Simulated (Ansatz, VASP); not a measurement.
## CeB2C2: VASP beside Ansatz

Aim: how closely do two programs agree when they are given the same cell, functional and k mesh?

Method: plane waves, with VASP 6.6.1 beside it; single point at PBEsol, DFT+U, in Ansatz 0.2.0.

In doubt: a part-filled 4f shell, where there is one, can sit in one of many states, so energies may not be the lowest and differences between runs may mislead; derivatives with an open 4f shell can jump between states, which bears on forces and vibrations.

## (1) The structure

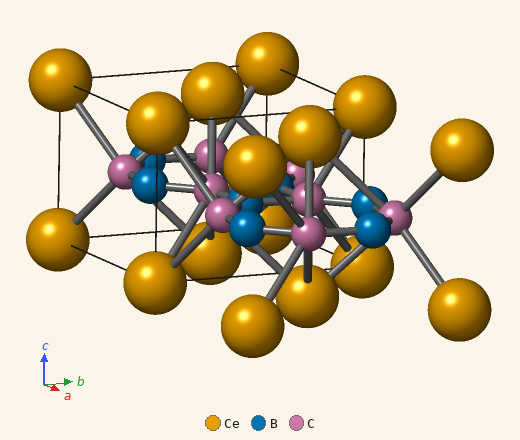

The cell as given, slightly off an axis (cerium orange, boron blue, carbon pink). 2×1×1 cells are drawn. Some periodic images of atoms are drawn too.

## (2) Ansatz: single point, PBEsol, DFT+U

Ansatz runs on its default PAW (the set named soft_2) files.

With cell and atoms fixed, the geometry can't cause a difference; cores, projectors, grids and the points listed under the comparison can.

input.yaml reads:

```yaml
crystal:
  lattice:
    - [5.3958, 0.0, 0.0]
    - [0.0, 5.3958, 0.0]
    - [0.0, 0.0, 3.8442]
  atoms:
    - { symbol: Ce, position: [0.0, 0.0, 0.0], spin: 1.0 }
    - { symbol: Ce, position: [0.5, 0.5, 0.0], spin: -1.0 }
    - { symbol: B, position: [0.361, 0.861, 0.5] }
    - { symbol: B, position: [0.139, 0.361, 0.5] }
    - { symbol: B, position: [0.639, 0.139, 0.5] }
    - { symbol: B, position: [0.861, 0.639, 0.5] }
    - { symbol: C, position: [0.16, 0.66, 0.5] }
    - { symbol: C, position: [0.34, 0.16, 0.5] }
    - { symbol: C, position: [0.84, 0.34, 0.5] }
    - { symbol: C, position: [0.66, 0.84, 0.5] }
hamiltonian:
  xc: pbesol
  pseudopotentials: { kind: paw }
  hubbard: { sites: [{ species: Ce, l: f, u_eff: 6.0 }] }
magnetization:
  spin_polarized: true
kpoints:
  mp_grid: { grid: [6, 6, 10] }
scf:
  occupations: { method: fermi_dirac, width: 0.1 }
  n_extra_bands: 9
output:
  forces: true
  stress: true
  eigenvalues: true
  write_density: true
  write_potential: true
  elf: true
  volumetric_format: npy
```

Run with:

```bash
$ ansatz run input.yaml --threads 4 --pin off --max-ram 9216MiB --backend cpu --events-out ev --progress --plain --runs-dir out
```

Numbers of over 12 decimals in the logs are rounded to 6 here.

The program printed:

```text
Ce: projections on atomic orbitals take those of the free atom [Kr 4d10] 4f1 5s2 5p6 5d1 6s2, of charge +0.00 (hamiltonian.pseudopotentials.projection_atoms); the dataset's partial waves leave at most 1.4e-5 of an orbital's norm unspanned inside its sphere
B: projections on atomic orbitals take those of the free atom [He] 2s2 2p1, of charge +0.00 (hamiltonian.pseudopotentials.projection_atoms); the dataset's partial waves leave at most 3.0e-9 of an orbital's norm unspanned inside its sphere
C: projections on atomic orbitals take those of the free atom [He] 2s2 2p2, of charge +0.00 (hamiltonian.pseudopotentials.projection_atoms); the dataset's partial waves leave at most 3.7e-9 of an orbital's norm unspanned inside its sphere
scf.n_extra_bands = 9 over 26 filled bands (N_el = 52.0): the run solves 35 bands
Engine: ansatz 0.2.0, aarch64-unknown-linux-gnu
Pseudopotentials: kind: paw
Pseudopotential: Ce, paw, valence charge 12, recommended cutoff 420 eV (normal), Ce.paw.azcp
Pseudopotential: B, paw, valence charge 3, recommended cutoff 420 eV (normal), B.paw.azcp
Pseudopotential: C, paw, valence charge 4, recommended cutoff 420 eV (normal), C.paw.azcp
Functional definition: PBEsol
  exchange = pbesol_x
  correlation = pbesol_c
Crystal: 10 atoms, lattice volume = 111.923 Å³
Basis set: ecut = 420 eV, 2161 PW (Γ), exchange–correlation on 80×80×54 points (8 copies of the dense FFT grid, shifted against one another)
Bands: 54, of which v1, the nominal top of the filled ones, is band 26 counted from 1 (25 counted from 0)
Symmetry: 8 space group operations
Space group: P4/m (ITA 83), of the structure as read, at distance tolerance 4.8e-5 Å
Magnetic group: BNS 127.393 (UNI 1053), of the structure as read, at distance tolerance 4.8e-5 Å
k-points: 66 of 360
Non-local potential: Ce, projectors of the file, l = 0: 3, l = 1: 2, l = 2: 2, l = 3: 3
Non-local potential: B, projectors of the file, l = 0: 2, l = 1: 2, l = 2: 1
Non-local potential: C, projectors of the file, l = 0: 2, l = 1: 2, l = 2: 1
PAW form: soft (Blöchl's): semilocal exchange-correlation on the pseudo side does not see the compensation charge
PAW frozen core: Ce, regenerated for the run's functional, and the local potential with it (the file was generated under x = pbe(κ = 0.804, μ = 0.219515), c = pbe(β = 0.066725))
PAW frozen core: B, regenerated for the run's functional, and the local potential with it (the file was generated under x = pbe(κ = 0.804, μ = 0.219515), c = pbe(β = 0.066725))
PAW frozen core: C, regenerated for the run's functional, and the local potential with it (the file was generated under x = pbe(κ = 0.804, μ = 0.219515), c = pbe(β = 0.066725))
PAW one-centre angular grid: Ce, 590 points (default); XC on 64 Gauss nodes
PAW one-centre angular grid: B, 110 points (default); XC on 64 Gauss nodes
PAW one-centre angular grid: C, 110 points (default); XC on 64 Gauss nodes
Initial density: superposition of atomic densities (chi_scale 0.1, normalization cell, long waves kept (reshape's long-wave potential 0.00 eV rms))
Starting magnetic order: altermagnet, g-wave, planar spin-momentum locking; spin-degenerate planes through Γ normal to [0 1 0], [1 -1 0], [1 0 0], [1 1 0] of the run's lattice
Initial wavefunctions: pseudopotential atomic-orbital guess
Functional: x = pbesol(κ = 0.804, μ = 0.123457), c = pbesol(β = 0.046)
SCF iter   1: F=—  HF=-14574.204928 eV  |F-HF|=—  |Δ(HF+E_count)|=         —  Δρ=7.23e-2 (↑7.23e-2 ↓7.23e-2)  dr2=1.46e1  dr2_m=1.04e0  M=-0.002 μB ∫|m|=1.954 μB  β_m=0.30  ethr=3.10e-3  ⟨swp⟩=5.4  Hψ=29168  notcnv=0  defer=888
preconditioner: auto → Kerker (q_TF=auto, 2.401 Å⁻¹)  [metal: Δε(μ)=0.016 eV  Ē_g=14.508 eV  σ=0.100 eV  W_gap=0.04  n_scr=30 (ndim 8)  ℏωp=24.3 eV  f_vac=0.001  D(μ)=4.10/eV (n_scr^D=30)]
spin=Collinear: Kerker preconditioning applied to the charge; magnetization (m = ρ↑ − ρ↓) channel mixes plain (no charge-response kernel on spin).
SCF iter   2: F=—  HF=-14571.668752 eV  |F-HF|=—  |Δ(HF+E_count)|=    2.54e0  Δρ=5.14e-2 (↑5.14e-2 ↓5.14e-2)  dr2=7.20e0  dr2_m=5.77e-1  M=-0.001 μB ∫|m|=1.999 μB  β_m=0.63  ethr=3.10e-3  ⟨swp⟩=4.1  Hψ=16349  notcnv=0  defer=2
SCF iter   3: F=—  HF=-14569.287531 eV  |F-HF|=—  |Δ(HF+E_count)|=    2.38e0  Δρ=5.68e-3 (↑5.68e-3 ↓5.68e-3)  dr2=1.76e-1  dr2_m=1.62e-3  M=-0.000 μB ∫|m|=2.045 μB  β_m=0.74  ethr=3.10e-3  ⟨swp⟩=4.2  Hψ=18545  notcnv=0  defer=6
SCF iter   4: F=—  HF=-14569.293131 eV  |F-HF|=—  |Δ(HF+E_count)|=   5.60e-3  Δρ=2.08e-3 (↑2.08e-3 ↓2.08e-3)  dr2=2.79e-2  dr2_m=7.32e-5  M=-0.000 μB ∫|m|=2.063 μB  β_m=0.87  ethr=3.39e-4  ⟨swp⟩=3.5  Hψ=15083  notcnv=0  defer=1
SCF iter   5: F=—  HF=-14569.299563 eV  |F-HF|=—  |Δ(HF+E_count)|=   6.43e-3  Δρ=5.11e-4 (↑5.11e-4 ↓5.10e-4)  dr2=1.95e-3  dr2_m=3.94e-6  M=-0.000 μB ∫|m|=2.078 μB  β_m=0.93  ethr=5.36e-5  ⟨swp⟩=2.9  Hψ=13218  notcnv=0  defer=1
SCF iter   6: F=—  HF=-14569.302491 eV  |F-HF|=—  |Δ(HF+E_count)|=   2.93e-3  Δρ=1.63e-4 (↑1.63e-4 ↓1.63e-4)  dr2=1.47e-4  dr2_m=1.82e-6  M=-0.000 μB ∫|m|=2.088 μB  β_m=0.97  ethr=3.74e-6  ⟨swp⟩=2.0  Hψ=11275  notcnv=0
SCF iter   7: F=—  HF=-14569.302499 eV  |F-HF|=—  |Δ(HF+E_count)|=   7.57e-6  Δρ=6.19e-5 (↑6.19e-5 ↓6.18e-5)  dr2=1.44e-5  dr2_m=2.89e-7  M=-0.000 μB ∫|m|=2.090 μB  β_m=0.88  ethr=2.82e-7  ⟨swp⟩=2.3  Hψ=11544  notcnv=0
Bands: 35, of which v1, the nominal top of the filled ones, is band 26 counted from 1 (25 counted from 0)
Symmetry: 2 space group operations
k-points: 184 of 360
Initial density: handed on by an earlier stage of this run
SCF iter   1: F=—  HF=-14569.372218 eV  |F-HF|=—  |Δ(HF+E_count)|=         —  Δρ=1.24e-2 (↑1.24e-2 ↓1.24e-2)  dr2=7.37e-2  dr2_m=7.97e-2  M=-0.000 μB ∫|m|=2.137 μB  ethr=1.92e-6  ⟨swp⟩=9.5  Hψ=85926  notcnv=0
iteration 1: the SCF starts in the orbital order of the open f shells that the search before it chose, by its bands or by converging an SCF in each of two, with that order's moments; no other order was found more than 0.2 meV higher (one found slightly lower counts as degenerate)
preconditioner: auto → Kerker (q_TF=auto, 2.401 Å⁻¹)  [metal: Δε(μ)=0.017 eV  Ē_g=9.499 eV  σ=0.100 eV  W_gap=0.04  n_scr=30 (ndim 8)  ℏωp=24.3 eV  f_vac=0.003  D(μ)=1.70/eV (n_scr^D=10)]
spin=Collinear: Kerker preconditioning applied to the charge; magnetization (m = ρ↑ − ρ↓) channel mixes plain (no charge-response kernel on spin).
SCF iter   2: F=—  HF=-14569.386104 eV  |F-HF|=—  |Δ(HF+E_count)|=   1.39e-2  Δρ=1.14e-3 (↑1.14e-3 ↓1.14e-3)  dr2=1.88e-3  dr2_m=5.24e-4  M=-0.000 μB ∫|m|=2.163 μB  β_m=0.30  ethr=1.92e-6  ⟨swp⟩=8.2  Hψ=53340  notcnv=0  defer=3
SCF iter   3: F=—  HF=-14569.386160 eV  |F-HF|=—  |Δ(HF+E_count)|=   5.53e-5  Δρ=8.38e-4 (↑8.38e-4 ↓8.38e-4)  dr2=9.96e-4  dr2_m=2.90e-4  M=-0.000 μB ∫|m|=2.165 μB  β_m=0.65  ethr=1.92e-6  ⟨swp⟩=1.3  Hψ=13931  notcnv=0  defer=2
SCF iter   4: F=—  HF=-14569.386279 eV  |F-HF|=—  |Δ(HF+E_count)|=         —  Δρ=6.90e-5 (↑6.90e-5 ↓6.88e-5)  dr2=1.12e-5  dr2_m=1.76e-6  M=-0.000 μB ∫|m|=2.172 μB  β_m=0.65  ethr=1.92e-6  ⟨swp⟩=2.0  Hψ=22528  notcnv=0  defer=2
Mixer restart at iter 4: flushing history
SCF iter   5: F=—  HF=-14569.386282 eV  |F-HF|=—  |Δ(HF+E_count)|=   3.33e-6  Δρ=3.84e-5 (↑3.84e-5 ↓3.82e-5)  dr2=3.97e-6  dr2_m=5.08e-7  M=-0.000 μB ∫|m|=2.173 μB  β_m=0.78  ethr=2.15e-8  ⟨swp⟩=2.5  Hψ=18039  notcnv=0  defer=2
SCF iter   6: F=—  HF=-14569.386285 eV  |F-HF|=—  |Δ(HF+E_count)|=   2.63e-6  Δρ=7.86e-6 (↑7.86e-6 ↓7.70e-6)  dr2=1.00e-7  dr2_m=3.68e-8  M=-0.000 μB ∫|m|=2.173 μB  β_m=0.91  ethr=1.92e-10  ⟨swp⟩=16.8  Hψ=137875  notcnv=0
SCF iter   7: F=-14569.386285 eV  HF=-14569.386285 eV  |F-HF|=5.37e-9  |Δ(HF+E_count)|=   3.92e-7  Δρ=3.62e-6 (↑3.62e-6 ↓3.60e-6)  dr2=4.30e-8  dr2_m=3.89e-9  M=-0.000 μB ∫|m|=2.173 μB  ethr=1.92e-10  ⟨swp⟩=10.2  Hψ=105748  notcnv=0
SCF 1 converged in 7 iterations: F = -14569.386285 eV  dr2 = 4.30e-8
  greatest PAW one-centre occupation: 0.981 electrons in one spin orbital (limit 2), on the Ce atom at site 0 (counted from 0), in its partial waves of l = 0
SCF converged after 14 iterations (7 of them in the search for the orbital order of the open f shells)
Magnetization: -0.0000 μB (26.0000 up, 26.0000 down)
Absolute magnetization: 2.1407 μB (∫|ρ↑−ρ↓|, with the PAW one-centre terms)
Spin contamination: 1.0068 ħ² per cell (⟨S²⟩ above its minimum at these occupations)
Per-site moments (μB) at R_I (Å): [(0.971332, 1.152453), (-0.971336, 1.152453), (-0.000252752, 0.632690), (0.000252013, 0.632690), (-0.000252752, 0.632690), (0.000252013, 0.632690), (0.00044611, 0.632690), (-0.000445482, 0.632690), (0.00044611, 0.632690), (-0.000445482, 0.632690)]
Free energy (F): -14569.386285 eV
Harris-Foulkes:  -14569.386285 eV  (|F-HF|=5.37e-9)
Internal energy: -14569.329364 eV  (E = F + TS)
E sigma→0 (E₀):  -14569.357824 eV
Entropy (-TS):   -0.056921 eV (-5.692 meV/atom)
Fermi energy:    12.828496 eV
--- Per-component energies (eV) ---
  E_band       = 88.630494
  E_kinetic    = 1299.703020
  E_local      = -1130.900781  (includes V_loc(G=0)·N_el)
  E_nonlocal   = 79.032798
  E_hartree    = 351.889653
  E_xc         = -764.779084
  E_vxc        = -887.413989  (∫ρ·V_xc dr)
  E_hubbard    = 0.736954  (on-site DFT+U / exact-exchange correction)
  E_vhub       = -5.114872  (the Hubbard potential's part of the band-sum identity)
  E_paw        = -11463.173887  (= ΣΔE_a)
  E_vpaw       = 29.543966  (= ΣTr[D̂ρ^β])
  E_aug_tail   = 0.000017  (compensation charges beyond the density's cutoff)
  E_ewald      = -2942.433891
  E_core_change = 0.595837  (= ΣΔE_core)
  E_smearing   = -0.056921  (= −TS)
  E_closure    = 0.000000  (closes the sum)
  Σ components = -14569.386285   (vs F -14569.386285, Δ=0.00e0)
--- Forces (eV/Å), atoms counted from 1 ---
  atom   1  Ce     0.00000000     0.00000000     0.00000000
  atom   2  Ce     0.00000000     0.00000000     0.00000000
  atom   3  B      0.16106217     0.14220247    -0.02133514
  atom   4  B     -0.16100241     0.14209290    -0.02146663
  atom   5  B     -0.16106217    -0.14220247     0.02133514
  atom   6  B      0.16100241    -0.14209290     0.02146663
  atom   7  C      0.03965094     0.03301456     0.00351585
  atom   8  C     -0.03957457     0.03292291     0.00357796
  atom   9  C     -0.03965094    -0.03301456    -0.00351585
  atom  10  C      0.03957457    -0.03292291    -0.00357796
  max |Σ_I F_I| component: 0.00e0 eV/Å
--- Stress (GPa, compression-positive) ---
       -1.399510      -0.000395       0.000623
       -0.000396      -1.350981      -0.331150
        0.000612      -0.331079       0.101406
  P = ⅓ Tr σ = -0.8830 GPa (-8.830 kbar)
--- Band table (eV; the first three rows and the last of 368) ---
  k-point 0 ↑: bands = [... 22 lower, 10.6066, 11.0131, 11.0737, 11.7107, 13.2735, 13.6441, 14.2205, 14.2295, ... 5 higher]
  k-point 1 ↑: bands = [... 22 lower, 10.5758, 10.9949, 11.0435, 12.0799, 12.7548, 13.9332, 14.3206, 14.3400, ... 5 higher]
  k-point 2 ↑: bands = [... 22 lower, 10.6543, 10.9595, 10.9911, 11.7548, 12.9140, 14.5687, 14.6157, 14.9743, ... 5 higher]
  k-point 183 ↓: bands = [... 22 lower, 9.6864, 9.7305, 10.0548, 12.8861, 12.9890, 15.4807, 15.4906, 16.0944, ... 5 higher]
Occupation matrices written to <dir>
```

It took 3.1 min on 4 threads of Arm Neoverse N1, shared host; peak memory 1.8 GiB; 12 min of CPU time.

Reading the cycles: dr2 is the Hartree energy of the density residual (eV), the measure of convergence; HF is the Harris–Foulkes estimate of the energy, which meets the free energy F at convergence.

The run ends at a pressure of -0.88 GPa, with forces up to 0.22 eV/Å.

(Continued in part 2 of 2.)

[Lines on the potential files, build, host, timing and source positions are cut from VASP's logs without a mark.]

[Logs are printed without paths, hosts, clocks, repeated set-up lines and the standing remarks that a program may print on its own settings, such as how far it seeks lower states.]

[Hosts, paths, dates, database ids (printed as entryN), source tags and the programs' standing remarks are cut or masked in the printed files.]
